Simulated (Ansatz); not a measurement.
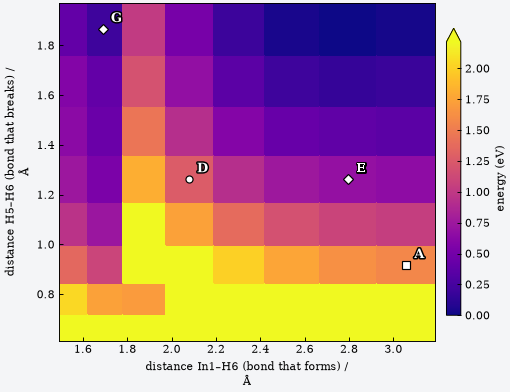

The reacting system Cl3H2In (fragments ClIn + Cl₂H₂ where the first distance is long, Cl₃H₂In where the second is long). First axis: distance In1–H6 (bond that forms). Second axis: distance H5–H6 (bond that breaks). Relaxed at each point: all other coordinates. The grid has 8 × 8 points. Points are written as (first, second). Energies are in eV, from the lowest grid point. Energies and slopes of some neighbouring points disagree (a jump in structure or state, or too coarse a mesh). The reference is spin-restricted, so regions where a bond is pulled apart into radicals lie too high. Method: RKS PBE0-D4/def2-SVP in Ansatz.

In the figure: one coloured cell a grid point, one colour for all values above the top of the scale, lettered points.

**Rank the lettered points by energy, lowest first.**

G (0.20 eV), E (0.69 eV), D (1.26 eV), A (1.57 eV).
